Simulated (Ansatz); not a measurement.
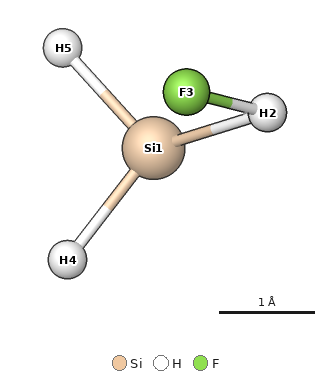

Fig. 1: The structure as given in the input (ball-and-stick view, seen at a tilt; atoms are numbered from 1 in the order of the input).

# SiH3F: molecular dynamics (part 1 of 4)

System: SiH3F.
Method: UKS B3LYP/def2-SVP (Ansatz 0.2.0).

It belongs to a series of runs on one base structure; here: dynamics from the highest image of the converged band. Figures and captions count atoms from 1; the log counts them from 0 in places.

**The program's output**
```
Engine: ansatz 0.2.0, aarch64-unknown-linux-gnu
Functional definition: B3LYP
  parameter a0 = 0.2
  parameter ax = 0.72
  parameter ac = 0.81
  exchange = (1 - a0 - ax)*slater_x + ax*b88_x + a0*exact_x
  correlation = (1 - ac)*vwn_rpa_c + ac*lyp_c
482 factors; integrals over basis functions are off by at most 2.4e-4 eV
mean field evaluation 1: about -10635.6062 eV, gradient 1.9e1 eV
mean field evaluation 2: about -10631.4971 eV, gradient 4.0e1 eV
mean field evaluation 4: about -10636.8333 eV, gradient 1.1e0 eV
mean field evaluation 8: about -10636.8432 eV, gradient 3.8e-3 eV
mean field evaluation 16: about -10636.6569 eV, gradient 1.5e0 eV
mean field -10636.84321782 eV, -390.8967783436 hartree, gradient 8.1e-6 eV, S^2 0.000000; 1 other end points of the search recorded, 0 dependent functions left out
the calculation of the forces begins
reference -10636.84340509 eV, -390.8967852257 hartree; 13, 13 occupied and 34, 34 virtual orbitals, 482 factors
md step     0: t =     0.00 fs  T =   300.0 K  F+E_penalty+E_count = -10636.84321782 eV  E_kin = 0.116334 eV  conserved = -10636.72688382 eV  (32 SCF iters)
these checks for a lower state are left out or cut short: starts, cluster_reference, orbital_swaps, neighbouring_geometries, increment
482 factors; integrals over basis functions are off by at most 2.4e-4 eV
mean field -10636.84238489 eV, -390.8967477340 hartree, gradient 3.1e-5 eV, S^2 0.000000; 0 other end points of the search recorded, 0 dependent functions left out
the calculation of the forces begins
reference -10636.84257187 eV, -390.8967546055 hartree; 13, 13 occupied and 34, 34 virtual orbitals, 482 factors
md step     1: t =     0.50 fs  T =   297.9 K  F+E_penalty+E_count = -10636.84238489 eV  E_kin = 0.115504 eV  conserved = -10636.72688136 eV  (27 SCF iters)
[... from here on the SCF iterations and repeated set-up lines of each step are left out, up to the last step ...]
md step     2: t =     1.00 fs  T =   290.7 K  F+E_penalty+E_count = -10636.83959723 eV  E_kin = 0.112730 eV  conserved = -10636.72686680 eV  (27 SCF iters)
md step     3: t =     1.50 fs  T =   279.2 K  F+E_penalty+E_count = -10636.83510263 eV  E_kin = 0.108261 eV  conserved = -10636.72684114 eV  (24 SCF iters)
md step     4: t =     2.00 fs  T =   264.4 K  F+E_penalty+E_count = -10636.82931854 eV  E_kin = 0.102510 eV  conserved = -10636.72680812 eV  (25 SCF iters)
md step     5: t =     2.50 fs  T =   247.6 K  F+E_penalty+E_count = -10636.82277700 eV  E_kin = 0.096005 eV  conserved = -10636.72677217 eV  (25 SCF iters)
md step     6: t =     3.00 fs  T =   230.3 K  F+E_penalty+E_count = -10636.81605401 eV  E_kin = 0.089316 eV  conserved = -10636.72673827 eV  (25 SCF iters)
md step     7: t =     3.50 fs  T =   214.0 K  F+E_penalty+E_count = -10636.80969151 eV  E_kin = 0.082980 eV  conserved = -10636.72671109 eV  (24 SCF iters)
md step     8: t =     4.00 fs  T =   199.7 K  F+E_penalty+E_count = -10636.80412444 eV  E_kin = 0.077430 eV  conserved = -10636.72669411 eV  (25 SCF iters)
md step     9: t =     4.50 fs  T =   188.1 K  F+E_penalty+E_count = -10636.79962511 eV  E_kin = 0.072936 eV  conserved = -10636.72668936 eV  (25 SCF iters)
md step    10: t =     5.00 fs  T =   179.4 K  F+E_penalty+E_count = -10636.79627213 eV  E_kin = 0.069575 eV  conserved = -10636.72669673 eV  (25 SCF iters)
md step    11: t =     5.50 fs  T =   173.4 K  F+E_penalty+E_count = -10636.79395012 eV  E_kin = 0.067236 eV  conserved = -10636.72671449 eV  (25 SCF iters)
md step    12: t =     6.00 fs  T =   169.3 K  F+E_penalty+E_count = -10636.79237781 eV  E_kin = 0.065638 eV  conserved = -10636.72673931 eV  (24 SCF iters)
md step    13: t =     6.50 fs  T =   166.1 K  F+E_penalty+E_count = -10636.79116058 eV  E_kin = 0.064394 eV  conserved = -10636.72676692 eV  (25 SCF iters)
md step    14: t =     7.00 fs  T =   162.6 K  F+E_penalty+E_count = -10636.78985816 eV  E_kin = 0.063065 eV  conserved = -10636.72679274 eV  (25 SCF iters)
md step    15: t =     7.50 fs  T =   157.9 K  F+E_penalty+E_count = -10636.78805764 eV  E_kin = 0.061244 eV  conserved = -10636.72681334 eV  (25 SCF iters)
md step    16: t =     8.00 fs  T =   151.2 K  F+E_penalty+E_count = -10636.78543674 eV  E_kin = 0.058613 eV  conserved = -10636.72682369 eV  (25 SCF iters)
md step    17: t =     8.50 fs  T =   141.8 K  F+E_penalty+E_count = -10636.78182111 eV  E_kin = 0.054998 eV  conserved = -10636.72682334 eV  (25 SCF iters)
md step    18: t =     9.00 fs  T =   130.0 K  F+E_penalty+E_count = -10636.77720953 eV  E_kin = 0.050398 eV  conserved = -10636.72681160 eV  (24 SCF iters)
md step    19: t =     9.50 fs  T =   116.0 K  F+E_penalty+E_count = -10636.77178201 eV  E_kin = 0.044992 eV  conserved = -10636.72678965 eV  (25 SCF iters)
md step    20: t =    10.00 fs  T =   100.9 K  F+E_penalty+E_count = -10636.76588121 eV  E_kin = 0.039121 eV  conserved = -10636.72675999 eV  (25 SCF iters)
md step    21: t =    10.50 fs  T =    85.7 K  F+E_penalty+E_count = -10636.75997302 eV  E_kin = 0.033247 eV  conserved = -10636.72672608 eV  (26 SCF iters)
md step    22: t =    11.00 fs  T =    71.9 K  F+E_penalty+E_count = -10636.75459168 eV  E_kin = 0.027900 eV  conserved = -10636.72669186 eV  (25 SCF iters)
md step    23: t =    11.50 fs  T =    60.9 K  F+E_penalty+E_count = -10636.75027719 eV  E_kin = 0.023616 eV  conserved = -10636.72666123 eV  (25 SCF iters)
md step    24: t =    12.00 fs  T =    53.8 K  F+E_penalty+E_count = -10636.74751351 eV  E_kin = 0.020876 eV  conserved = -10636.72663750 eV  (25 SCF iters)
md step    25: t =    12.50 fs  T =    51.7 K  F+E_penalty+E_count = -10636.74667622 eV  E_kin = 0.020053 eV  conserved = -10636.72662296 eV  (32 SCF iters)
md step    26: t =    13.00 fs  T =    55.1 K  F+E_penalty+E_count = -10636.74799626 eV  E_kin = 0.021378 eV  conserved = -10636.72661867 eV  (26 SCF iters)
md step    27: t =    13.50 fs  T =    64.3 K  F+E_penalty+E_count = -10636.75154333 eV  E_kin = 0.024919 eV  conserved = -10636.72662441 eV  (26 SCF iters)
md step    28: t =    14.00 fs  T =    78.9 K  F+E_penalty+E_count = -10636.75722861 eV  E_kin = 0.030589 eV  conserved = -10636.72663913 eV  (27 SCF iters)
md step    29: t =    14.50 fs  T =    98.4 K  F+E_penalty+E_count = -10636.76482242 eV  E_kin = 0.038160 eV  conserved = -10636.72666225 eV  (27 SCF iters)
md step    30: t =    15.00 fs  T =   121.9 K  F+E_penalty+E_count = -10636.77397558 eV  E_kin = 0.047283 eV  conserved = -10636.72669264 eV  (26 SCF iters)
md step    31: t =    15.50 fs  T =   148.3 K  F+E_penalty+E_count = -10636.78423939 eV  E_kin = 0.057509 eV  conserved = -10636.72673018 eV  (27 SCF iters)
md step    32: t =    16.00 fs  T =   176.1 K  F+E_penalty+E_count = -10636.79507390 eV  E_kin = 0.068297 eV  conserved = -10636.72677699 eV  (28 SCF iters)
md step    33: t =    16.50 fs  T =   203.7 K  F+E_penalty+E_count = -10636.80583868 eV  E_kin = 0.079004 eV  conserved = -10636.72683468 eV  (27 SCF iters)
md step    34: t =    17.00 fs  T =   229.2 K  F+E_penalty+E_count = -10636.81578338 eV  E_kin = 0.088879 eV  conserved = -10636.72690410 eV  (27 SCF iters)
md step    35: t =    17.50 fs  T =   250.4 K  F+E_penalty+E_count = -10636.82406170 eV  E_kin = 0.097082 eV  conserved = -10636.72697951 eV  (26 SCF iters)
md step    36: t =    18.00 fs  T =   265.1 K  F+E_penalty+E_count = -10636.82983410 eV  E_kin = 0.102789 eV  conserved = -10636.72704512 eV  (26 SCF iters)
md step    37: t =    18.50 fs  T =   271.9 K  F+E_penalty+E_count = -10636.83252544 eV  E_kin = 0.105455 eV  conserved = -10636.72707006 eV  (25 SCF iters)
md step    38: t =    19.00 fs  T =   271.5 K  F+E_penalty+E_count = -10636.83227978 eV  E_kin = 0.105265 eV  conserved = -10636.72701448 eV  (26 SCF iters)
md step    39: t =    19.50 fs  T =   267.3 K  F+E_penalty+E_count = -10636.83050006 eV  E_kin = 0.103647 eV  conserved = -10636.72685343 eV  (26 SCF iters)
md step    40: t =    20.00 fs  T =   266.9 K  F+E_penalty+E_count = -10636.83011109 eV  E_kin = 0.103496 eV  conserved = -10636.72661515 eV  (26 SCF iters)
md step    41: t =    20.50 fs  T =   280.1 K  F+E_penalty+E_count = -10636.83501416 eV  E_kin = 0.108611 eV  conserved = -10636.72640274 eV  (25 SCF iters)
md step    42: t =    21.00 fs  T =   315.0 K  F+E_penalty+E_count = -10636.84849112 eV  E_kin = 0.122136 eV  conserved = -10636.72635473 eV  (26 SCF iters)
md step    43: t =    21.50 fs  T =   373.0 K  F+E_penalty+E_count = -10636.87119330 eV  E_kin = 0.144647 eV  conserved = -10636.72654657 eV  (25 SCF iters)
md step    44: t =    22.00 fs  T =   446.7 K  F+E_penalty+E_count = -10636.90012075 eV  E_kin = 0.173205 eV  conserved = -10636.72691617 eV  (26 SCF iters)
md step    45: t =    22.50 fs  T =   521.7 K  F+E_penalty+E_count = -10636.92959201 eV  E_kin = 0.202292 eV  conserved = -10636.72729981 eV  (25 SCF iters)
md step    46: t =    23.00 fs  T =   583.2 K  F+E_penalty+E_count = -10636.95369826 eV  E_kin = 0.226158 eV  conserved = -10636.72754027 eV  (26 SCF iters)
md step    47: t =    23.50 fs  T =   621.8 K  F+E_penalty+E_count = -10636.96868309 eV  E_kin = 0.241113 eV  conserved = -10636.72756991 eV  (26 SCF iters)
md step    48: t =    24.00 fs  T =   636.0 K  F+E_penalty+E_count = -10636.97402993 eV  E_kin = 0.246616 eV  conserved = -10636.72741353 eV  (26 SCF iters)
md step    49: t =    24.50 fs  T =   631.8 K  F+E_penalty+E_count = -10636.97214676 eV  E_kin = 0.245001 eV  conserved = -10636.72714547 eV  (26 SCF iters)
md step    50: t =    25.00 fs  T =   620.0 K  F+E_penalty+E_count = -10636.96725329 eV  E_kin = 0.240407 eV  conserved = -10636.72684645 eV  (25 SCF iters)
md step    51: t =    25.50 fs  T =   612.5 K  F+E_penalty+E_count = -10636.96411072 eV  E_kin = 0.237527 eV  conserved = -10636.72658358 eV  (26 SCF iters)
md step    52: t =    26.00 fs  T =   620.2 K  F+E_penalty+E_count = -10636.96692387 eV  E_kin = 0.240513 eV  conserved = -10636.72641055 eV  (26 SCF iters)
md step    53: t =    26.50 fs  T =   650.1 K  F+E_penalty+E_count = -10636.97845814 eV  E_kin = 0.252086 eV  conserved = -10636.72637201 eV  (25 SCF iters)
md step    54: t =    27.00 fs  T =   703.5 K  F+E_penalty+E_count = -10636.99931440 eV  E_kin = 0.272807 eV  conserved = -10636.72650746 eV  (25 SCF iters)
md step    55: t =    27.50 fs  T =   775.0 K  F+E_penalty+E_count = -10637.02735514 eV  E_kin = 0.300519 eV  conserved = -10636.72683564 eV  (25 SCF iters)
md step    56: t =    28.00 fs  T =   851.5 K  F+E_penalty+E_count = -10637.05751496 eV  E_kin = 0.330195 eV  conserved = -10636.72731996 eV  (25 SCF iters)
md step    57: t =    28.50 fs  T =   914.7 K  F+E_penalty+E_count = -10637.08253138 eV  E_kin = 0.354715 eV  conserved = -10636.72781671 eV  (25 SCF iters)
md step    58: t =    29.00 fs  T =   947.0 K  F+E_penalty+E_count = -10637.09530047 eV  E_kin = 0.367243 eV  conserved = -10636.72805718 eV  (25 SCF iters)
md step    59: t =    29.50 fs  T =   941.7 K  F+E_penalty+E_count = -10637.09294697 eV  E_kin = 0.365186 eV  conserved = -10636.72776131 eV  (25 SCF iters)
md step    60: t =    30.00 fs  T =   912.3 K  F+E_penalty+E_count = -10637.08069618 eV  E_kin = 0.353761 eV  conserved = -10636.72693545 eV  (25 SCF iters)
md step    61: t =    30.50 fs  T =   890.1 K  F+E_penalty+E_count = -10637.07126372 eV  E_kin = 0.345164 eV  conserved = -10636.72609994 eV  (25 SCF iters)
md step    62: t =    31.00 fs  T =   905.2 K  F+E_penalty+E_count = -10637.07698899 eV  E_kin = 0.351018 eV  conserved = -10636.72597126 eV  (25 SCF iters)
md step    63: t =    31.50 fs  T =   961.8 K  F+E_penalty+E_count = -10637.09967111 eV  E_kin = 0.372963 eV  conserved = -10636.72670798 eV  (25 SCF iters)
md step    64: t =    32.00 fs  T =  1033.4 K  F+E_penalty+E_count = -10637.12842880 eV  E_kin = 0.400719 eV  conserved = -10636.72771010 eV  (25 SCF iters)
md step    65: t =    32.50 fs  T =  1083.0 K  F+E_penalty+E_count = -10637.14824170 eV  E_kin = 0.419967 eV  conserved = -10636.72827440 eV  (25 SCF iters)
md step    66: t =    33.00 fs  T =  1088.5 K  F+E_penalty+E_count = -10637.15028550 eV  E_kin = 0.422105 eV  conserved = -10636.72818033 eV  (25 SCF iters)
md step    67: t =    33.50 fs  T =  1052.1 K  F+E_penalty+E_count = -10637.13563039 eV  E_kin = 0.407988 eV  conserved = -10636.72764234 eV  (25 SCF iters)
md step    68: t =    34.00 fs  T =   993.9 K  F+E_penalty+E_count = -10637.11239388 eV  E_kin = 0.385405 eV  conserved = -10636.72698849 eV  (25 SCF iters)
md step    69: t =    34.50 fs  T =   939.5 K  F+E_penalty+E_count = -10637.09079150 eV  E_kin = 0.364328 eV  conserved = -10636.72646368 eV  (25 SCF iters)
md step    70: t =    35.00 fs  T =   910.3 K  F+E_penalty+E_count = -10637.07918630 eV  E_kin = 0.352987 eV  conserved = -10636.72619943 eV  (30 SCF iters)
md step    71: t =    35.50 fs  T =   917.0 K  F+E_penalty+E_count = -10637.08182885 eV  E_kin = 0.355578 eV  conserved = -10636.72625060 eV  (25 SCF iters)
md step    72: t =    36.00 fs  T =   957.4 K  F+E_penalty+E_count = -10637.09788686 eV  E_kin = 0.371267 eV  conserved = -10636.72662035 eV  (25 SCF iters)
md step    73: t =    36.50 fs  T =  1016.6 K  F+E_penalty+E_count = -10637.12144324 eV  E_kin = 0.394198 eV  conserved = -10636.72724496 eV  (25 SCF iters)
md step    74: t =    37.00 fs  T =  1069.5 K  F+E_penalty+E_count = -10637.14268914 eV  E_kin = 0.414746 eV  conserved = -10636.72794345 eV  (25 SCF iters)
md step    75: t =    37.50 fs  T =  1089.8 K  F+E_penalty+E_count = -10637.15099313 eV  E_kin = 0.422611 eV  conserved = -10636.72838188 eV  (25 SCF iters)
md step    76: t =    38.00 fs  T =  1062.4 K  F+E_penalty+E_count = -10637.14015182 eV  E_kin = 0.411977 eV  conserved = -10636.72817451 eV  (25 SCF iters)
md step    77: t =    38.50 fs  T =   997.3 K  F+E_penalty+E_count = -10637.11396655 eV  E_kin = 0.386736 eV  conserved = -10636.72723075 eV  (25 SCF iters)
md step    78: t =    39.00 fs  T =   930.6 K  F+E_penalty+E_count = -10637.08696923 eV  E_kin = 0.360853 eV  conserved = -10636.72611657 eV  (25 SCF iters)
md step    79: t =    39.50 fs  T =   902.4 K  F+E_penalty+E_count = -10637.07568853 eV  E_kin = 0.349920 eV  conserved = -10636.72576889 eV  (25 SCF iters)
md step    80: t =    40.00 fs  T =   925.0 K  F+E_penalty+E_count = -10637.08520972 eV  E_kin = 0.358695 eV  conserved = -10636.72651453 eV  (25 SCF iters)
md step    81: t =    40.50 fs  T =   972.0 K  F+E_penalty+E_count = -10637.10459443 eV  E_kin = 0.376924 eV  conserved = -10636.72767070 eV  (25 SCF iters)
md step    82: t =    41.00 fs  T =  1001.0 K  F+E_penalty+E_count = -10637.11650413 eV  E_kin = 0.388158 eV  conserved = -10636.72834629 eV  (25 SCF iters)
md step    83: t =    41.50 fs  T =   985.1 K  F+E_penalty+E_count = -10637.11024016 eV  E_kin = 0.381993 eV  conserved = -10636.72824754 eV  (26 SCF iters)
md step    84: t =    42.00 fs  T =   925.9 K  F+E_penalty+E_count = -10637.08667711 eV  E_kin = 0.359041 eV  conserved = -10636.72763651 eV  (26 SCF iters)
md step    85: t =    42.50 fs  T =   845.7 K  F+E_penalty+E_count = -10637.05485449 eV  E_kin = 0.327944 eV  conserved = -10636.72691094 eV  (26 SCF iters)
md step    86: t =    43.00 fs  T =   772.7 K  F+E_penalty+E_count = -10637.02599676 eV  E_kin = 0.299643 eV  conserved = -10636.72635377 eV  (28 SCF iters)
md step    87: t =    43.50 fs  T =   729.3 K  F+E_penalty+E_count = -10637.00892411 eV  E_kin = 0.282820 eV  conserved = -10636.72610417 eV  (27 SCF iters)
md step    88: t =    44.00 fs  T =   725.7 K  F+E_penalty+E_count = -10637.00762546 eV  E_kin = 0.281417 eV  conserved = -10636.72620842 eV  (27 SCF iters)
md step    89: t =    44.50 fs  T =   757.5 K  F+E_penalty+E_count = -10637.02040815 eV  E_kin = 0.293755 eV  conserved = -10636.72665274 eV  (28 SCF iters)
md step    90: t =    45.00 fs  T =   806.7 K  F+E_penalty+E_count = -10637.04018185 eV  E_kin = 0.312835 eV  conserved = -10636.72734696 eV  (27 SCF iters)
md step    91: t =    45.50 fs  T =   845.9 K  F+E_penalty+E_count = -10637.05610998 eV  E_kin = 0.328041 eV  conserved = -10636.72806945 eV  (27 SCF iters)
md step    92: t =    46.00 fs  T =   848.2 K  F+E_penalty+E_count = -10637.05734583 eV  E_kin = 0.328906 eV  conserved = -10636.72843972 eV  (27 SCF iters)
md step    93: t =    46.50 fs  T =   801.7 K  F+E_penalty+E_count = -10637.03895427 eV  E_kin = 0.310885 eV  conserved = -10636.72806969 eV  (26 SCF iters)
md step    94: t =    47.00 fs  T =   723.2 K  F+E_penalty+E_count = -10637.00739917 eV  E_kin = 0.280424 eV  conserved = -10636.72697523 eV  (33 SCF iters)
md step    95: t =    47.50 fs  T =   654.2 K  F+E_penalty+E_count = -10636.97957316 eV  E_kin = 0.253680 eV  conserved = -10636.72589302 eV  (27 SCF iters)
md step    96: t =    48.00 fs  T =   633.9 K  F+E_penalty+E_count = -10636.97160120 eV  E_kin = 0.245824 eV  conserved = -10636.72577767 eV  (27 SCF iters)
md step    97: t =    48.50 fs  T =   666.5 K  F+E_penalty+E_count = -10636.98518463 eV  E_kin = 0.258449 eV  conserved = -10636.72673537 eV  (29 SCF iters)
md step    98: t =    49.00 fs  T =   717.4 K  F+E_penalty+E_count = -10637.00610018 eV  E_kin = 0.278209 eV  conserved = -10636.72789100 eV  (28 SCF iters)
md step    99: t =    49.50 fs  T =   743.3 K  F+E_penalty+E_count = -10637.01663586 eV  E_kin = 0.288236 eV  conserved = -10636.72839992 eV  (28 SCF iters)
md step   100: t =    50.00 fs  T =   722.3 K  F+E_penalty+E_count = -10637.00822098 eV  E_kin = 0.280095 eV  conserved = -10636.72812557 eV  (26 SCF iters)
md step   101: t =    50.50 fs  T =   662.2 K  F+E_penalty+E_count = -10636.98419749 eV  E_kin = 0.256776 eV  conserved = -10636.72742179 eV  (28 SCF iters)
md step   102: t =    51.00 fs  T =   588.7 K  F+E_penalty+E_count = -10636.95496493 eV  E_kin = 0.228272 eV  conserved = -10636.72669301 eV  (29 SCF iters)
md step   103: t =    51.50 fs  T =   530.2 K  F+E_penalty+E_count = -10636.93178074 eV  E_kin = 0.205587 eV  conserved = -10636.72619391 eV  (28 SCF iters)
md step   104: t =    52.00 fs  T =   506.7 K  F+E_penalty+E_count = -10636.92253230 eV  E_kin = 0.196494 eV  conserved = -10636.72603792 eV  (27 SCF iters)
md step   105: t =    52.50 fs  T =   524.7 K  F+E_penalty+E_count = -10636.92970688 eV  E_kin = 0.203453 eV  conserved = -10636.72625411 eV  (28 SCF iters)
md step   106: t =    53.00 fs  T =   575.2 K  F+E_penalty+E_count = -10636.94985562 eV  E_kin = 0.223048 eV  conserved = -10636.72680800 eV  (27 SCF iters)
md step   107: t =    53.50 fs  T =   636.2 K  F+E_penalty+E_count = -10636.97425898 eV  E_kin = 0.246689 eV  conserved = -10636.72757046 eV  (28 SCF iters)
md step   108: t =    54.00 fs  T =   678.2 K  F+E_penalty+E_count = -10636.99124091 eV  E_kin = 0.262986 eV  conserved = -10636.72825536 eV  (29 SCF iters)
md step   109: t =    54.50 fs  T =   676.8 K  F+E_penalty+E_count = -10636.99087678 eV  E_kin = 0.262446 eV  conserved = -10636.72843070 eV  (28 SCF iters)
md step   110: t =    55.00 fs  T =   628.6 K  F+E_penalty+E_count = -10636.97154410 eV  E_kin = 0.243774 eV  conserved = -10636.72776988 eV  (28 SCF iters)
md step   111: t =    55.50 fs  T =   561.4 K  F+E_penalty+E_count = -10636.94423236 eV  E_kin = 0.217700 eV  conserved = -10636.72653205 eV  (28 SCF iters)
md step   112: t =    56.00 fs  T =   521.5 K  F+E_penalty+E_count = -10636.92791702 eV  E_kin = 0.202238 eV  conserved = -10636.72567906 eV  (27 SCF iters)
md step   113: t =    56.50 fs  T =   539.7 K  F+E_penalty+E_count = -10636.93529608 eV  E_kin = 0.209282 eV  conserved = -10636.72601381 eV  (29 SCF iters)
md step   114: t =    57.00 fs  T =   603.9 K  F+E_penalty+E_count = -10636.96139665 eV  E_kin = 0.234180 eV  conserved = -10636.72721636 eV  (28 SCF iters)
```
